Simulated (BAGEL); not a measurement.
# One shape, several levels: triplet CH5BOSi

Wanted: a comparison of 3 runs (UHF/STO-3G, UHF/3-21G, ROHF/6-31G*) of triplet CH5BOSi. 

Program for the calculation: BAGEL 1.2.2.

1 further run of the same task is left out (it didn't finish). Runs told in other sessions of the task aren't counted.

## Step 1: The system as given

CH5BOSi has 9 atoms, charge 0, and is taken as a triplet. As SMILES of the parent species, `B[SiH2]C=O`. The shape is that of a PBE0-D4/def2-TZVP optimisation. That shape belongs to the parent species and isn't relaxed for this state.

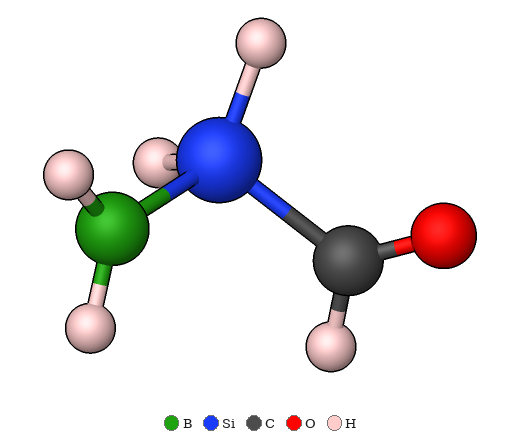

The structure, seen from a chosen angle (boron green, silicon blue, carbon dark grey, oxygen red, hydrogen pink).

## Step 2: A single-point energy at UHF/STO-3G (density fitting with qzvpp-jkfit) (run 1)

calc.json

```json
{ "bagel" : [

{
  "title" : "molecule",
  "basis" : "sto-3g",
  "df_basis" : "qzvpp-jkfit",
  "angstrom" : "true",
  "geometry" : [
    { "atom" : "B", "xyz" : [      -0.950100,       0.850000,      -1.073100 ] },
    { "atom" : "Si", "xyz" : [       0.610800,      -0.206000,      -0.386500 ] },
    { "atom" : "C", "xyz" : [       0.330600,      -0.553700,       1.494500 ] },
    { "atom" : "O", "xyz" : [       1.022800,      -0.098400,       2.365800 ] },
    { "atom" : "H", "xyz" : [      -2.057600,       0.518200,      -0.767000 ] },
    { "atom" : "H", "xyz" : [      -0.828800,       1.799400,      -1.786900 ] },
    { "atom" : "H", "xyz" : [       1.958100,       0.387600,      -0.570700 ] },
    { "atom" : "H", "xyz" : [       0.542000,      -1.540900,      -1.055900 ] },
    { "atom" : "H", "xyz" : [      -0.539200,      -1.202400,       1.762900 ] }
  ]
},

{ "title" : "uhf", "nopen" : 2 },

{ "title" : "print", "file" : "orbitals.molden", "orbitals" : "true" }

]}
```

Command:

```sh
$ BAGEL_NUM_THREADS=1 BAGEL calc.json > calc.out
```

The log of the run:

```text
* using 1 threads per process

  ===============================================================
  ===============================================================

  *** Geometry ***

  { "atom" : "B", "xyz" : [     -1.795429,      1.606267,     -2.027865 ] },
  { "atom" : "Si", "xyz" : [      1.154245,     -0.389284,     -0.730379 ] },
  { "atom" : "C", "xyz" : [      0.624743,     -1.046341,      2.824196 ] },
  { "atom" : "O", "xyz" : [      1.932812,     -0.185949,      4.470714 ] },
  { "atom" : "H", "xyz" : [     -3.888300,      0.979256,     -1.449420 ] },
  { "atom" : "H", "xyz" : [     -1.566205,      3.400373,     -3.376752 ] },
  { "atom" : "H", "xyz" : [      3.700273,      0.732458,     -1.078467 ] },
  { "atom" : "H", "xyz" : [      1.024232,     -2.911879,     -1.995362 ] },
  { "atom" : "H", "xyz" : [     -1.018940,     -2.272207,      3.331398 ] },

  Number of auxiliary basis functions:      445

  Since a DF basis is specified, we compute 2- and 3-index integrals:
    o Being stored without compression. Storage requirement is 0.003 GB

  Number of basis functions:       29
  Number of electrons      :       38

    * METHOD: MOLECULE                             0.10

  *** Open-shell HF ***

  === Nuclear Repulsion ===
   133.9310177339

      * DIIS with orbital gradients will be used.

  === UHF iteration (sto-3g) ===
      0       -423.75696438          0.04019233           0.02
      1       -423.85621286          0.03054434           0.02
      2       -423.91660599          0.01680558           0.02
      3       -423.95259720          0.00820572           0.02
      4       -423.98154147          0.00544982           0.02
      5       -423.99670631          0.00212312           0.02
[... 19 lines of this table left out ...]
     25       -423.99989638          0.00000001           0.02
     26       -423.99989638          0.00000001           0.02
    * SCF iteration converged.

    * S^2 (UHF) is 2.0061

    * Permanent dipole moment:
           (    0.193559,     0.006583,     0.436155) a.u.

    * METHOD: UHF                                  0.55

    * METHOD: PRINT                                0.00

  ===============================================================
```

It took 0.78 s on 1 thread of Intel Xeon 6975P-C (Granite Rapids), shared host.

## Step 3: A single-point energy at UHF/3-21G (density fitting with qzvpp-jkfit) (run 2)

calc.json

```json
{ "bagel" : [

{
  "title" : "molecule",
  "basis" : "3-21g",
  "df_basis" : "qzvpp-jkfit",
  "angstrom" : true,
  "geometry" : [
    { "atom" : "B", "xyz" : [   -0.950100,    0.850000,   -1.073100 ] },
    { "atom" : "Si", "xyz" : [    0.610800,   -0.206000,   -0.386500 ] },
    { "atom" : "C", "xyz" : [    0.330600,   -0.553700,    1.494500 ] },
    { "atom" : "O", "xyz" : [    1.022800,   -0.098400,    2.365800 ] },
    { "atom" : "H", "xyz" : [   -2.057600,    0.518200,   -0.767000 ] },
    { "atom" : "H", "xyz" : [   -0.828800,    1.799400,   -1.786900 ] },
    { "atom" : "H", "xyz" : [    1.958100,    0.387600,   -0.570700 ] },
    { "atom" : "H", "xyz" : [    0.542000,   -1.540900,   -1.055900 ] },
    { "atom" : "H", "xyz" : [   -0.539200,   -1.202400,    1.762900 ] }
  ]
},
{
  "title" : "uhf",
  "nopen" : 2
},
{
  "title" : "print",
  "file" : "orbitals.molden",
  "orbitals" : true
}

]}
```

Command:

```sh
$ BAGEL_NUM_THREADS=1 BAGEL calc.json > calc.out
```

The log of the run:

```text
* using 1 threads per process

  ===============================================================
  ===============================================================

  *** Geometry ***

  { "atom" : "B", "xyz" : [     -1.795429,      1.606267,     -2.027865 ] },
  { "atom" : "Si", "xyz" : [      1.154245,     -0.389284,     -0.730379 ] },
  { "atom" : "C", "xyz" : [      0.624743,     -1.046341,      2.824196 ] },
  { "atom" : "O", "xyz" : [      1.932812,     -0.185949,      4.470714 ] },
  { "atom" : "H", "xyz" : [     -3.888300,      0.979256,     -1.449420 ] },
  { "atom" : "H", "xyz" : [     -1.566205,      3.400373,     -3.376752 ] },
  { "atom" : "H", "xyz" : [      3.700273,      0.732458,     -1.078467 ] },
  { "atom" : "H", "xyz" : [      1.024232,     -2.911879,     -1.995362 ] },
  { "atom" : "H", "xyz" : [     -1.018940,     -2.272207,      3.331398 ] },

  Number of auxiliary basis functions:      445

  Since a DF basis is specified, we compute 2- and 3-index integrals:
    o Being stored without compression. Storage requirement is 0.009 GB

  Number of basis functions:       50
  Number of electrons      :       38

    * METHOD: MOLECULE                             0.10

  *** Open-shell HF ***

  === Nuclear Repulsion ===
   133.9310177339

      * DIIS with orbital gradients will be used.

  === UHF iteration (3-21g) ===
      0       -426.57583150          0.04449433           0.04
      1       -426.63130990          0.04531749           0.03
      2       -426.66315559          0.03902079           0.03
      3       -426.74053110          0.00491589           0.03
      4       -426.75581539          0.00454618           0.03
      5       -426.76473565          0.00400243           0.04
[... 21 lines of this table left out ...]
     27       -426.79167280          0.00000002           0.03
     28       -426.79167280          0.00000001           0.04
    * SCF iteration converged.

    * S^2 (UHF) is 2.0158

    * Permanent dipole moment:
           (    0.437182,     0.097869,     0.479835) a.u.

    * METHOD: UHF                                  1.07

    * METHOD: PRINT                                0.00

  ===============================================================
```

It took 1.3 s on 1 thread of Intel Xeon 6975P-C (Granite Rapids), shared host.

## Step 4: A single-point energy at ROHF/6-31G(d) (density fitting with qzvpp-jkfit, spherical functions) (run 3)

input.json

```json
{ "bagel" : [

{
  "title" : "molecule",
  "basis" : "6-31gs.json",
  "df_basis" : "qzvpp-jkfit",
  "angstrom" : true,
  "geometry" : [
    { "atom" : "B", "xyz" : [   -0.950100,    0.850000,   -1.073100 ] },
    { "atom" : "Si", "xyz" : [    0.610800,   -0.206000,   -0.386500 ] },
    { "atom" : "C", "xyz" : [    0.330600,   -0.553700,    1.494500 ] },
    { "atom" : "O", "xyz" : [    1.022800,   -0.098400,    2.365800 ] },
    { "atom" : "H", "xyz" : [   -2.057600,    0.518200,   -0.767000 ] },
    { "atom" : "H", "xyz" : [   -0.828800,    1.799400,   -1.786900 ] },
    { "atom" : "H", "xyz" : [    1.958100,    0.387600,   -0.570700 ] },
    { "atom" : "H", "xyz" : [    0.542000,   -1.540900,   -1.055900 ] },
    { "atom" : "H", "xyz" : [   -0.539200,   -1.202400,    1.762900 ] }
  ]
},
{
  "title" : "rohf",
  "charge" : 0,
  "nopen" : 2
},
{
  "title" : "print",
  "file" : "orbitals.molden",
  "orbitals" : true
}

]}
```

The basis set 6-31G* is read from a file made from the Basis Set Exchange's data (not shown).

Command:

```sh
$ BAGEL_NUM_THREADS=1 BAGEL input.json > input.out
```

The log of the run:

```text
* using 1 threads per process

  ===============================================================
  ===============================================================

  *** Geometry ***

  { "atom" : "B", "xyz" : [     -1.795429,      1.606267,     -2.027865 ] },
  { "atom" : "Si", "xyz" : [      1.154245,     -0.389284,     -0.730379 ] },
  { "atom" : "C", "xyz" : [      0.624743,     -1.046341,      2.824196 ] },
  { "atom" : "O", "xyz" : [      1.932812,     -0.185949,      4.470714 ] },
  { "atom" : "H", "xyz" : [     -3.888300,      0.979256,     -1.449420 ] },
  { "atom" : "H", "xyz" : [     -1.566205,      3.400373,     -3.376752 ] },
  { "atom" : "H", "xyz" : [      3.700273,      0.732458,     -1.078467 ] },
  { "atom" : "H", "xyz" : [      1.024232,     -2.911879,     -1.995362 ] },
  { "atom" : "H", "xyz" : [     -1.018940,     -2.272207,      3.331398 ] },

  Number of auxiliary basis functions:      445

  Since a DF basis is specified, we compute 2- and 3-index integrals:
    o Being stored without compression. Storage requirement is 0.017 GB

  Number of basis functions:       70
  Number of electrons      :       38

    * METHOD: MOLECULE                             0.14

  *** Open-shell HF ***

  === Nuclear Repulsion ===
   133.9310177339

      * DIIS with orbital gradients will be used.

  === ROHF iteration (6-31gs.json) ===
      0       -428.81221310          0.04108640           0.06
      1       -428.84965343          0.04415842           0.05
      2       -428.87203342          0.03945589           0.05
      3       -429.03689656          0.00409250           0.05
      4       -429.04932488          0.00362435           0.06
      5       -429.05421429          0.00350140           0.06
[... 24 lines of this table left out ...]
     30       -429.08712513          0.00000002           0.05
     31       -429.08712514          0.00000001           0.05
    * SCF iteration converged.

    * S^2 (ROHF) is 2.0000

    * Permanent dipole moment:
           (    0.413629,     0.076615,     0.402768) a.u.

    * METHOD: ROHF                                 1.84

    * METHOD: PRINT                                0.01

  ===============================================================
```

Wall time 2.1 s (1 thread of Intel Xeon 6975P-C (Granite Rapids), shared host); peak memory 0.096 GiB.

## Step 5: All runs side by side

```csv
run,level,energy (Eh),dipole moment (D),⟨S²⟩,wall time
1,UHF/STO-3G (density fitting with qzvpp-jkfit),-423.999896,1.21,2.006,0.78 s
2,UHF/3-21G (density fitting with qzvpp-jkfit),-426.791673,1.67,2.016,1.3 s
3,"ROHF/6-31G* (density fitting with qzvpp-jkfit, spherical functions)",-429.087125,1.48,2.000,2.1 s
```

## Step 6: What came out

```
            quantity          value
 run 3: total energy  -429.08713 Eh
run 3: dipole moment         1.48 D
         run 3: ⟨S²⟩          2.000
```

What this shows: The dipole moment (its size) runs from 1.21 D (UHF/STO-3G) to 1.67 D (UHF/3-21G). In run 1 the basis is minimal, so the values are rough. All runs together took 4.2 s, the longest 2.1 s.
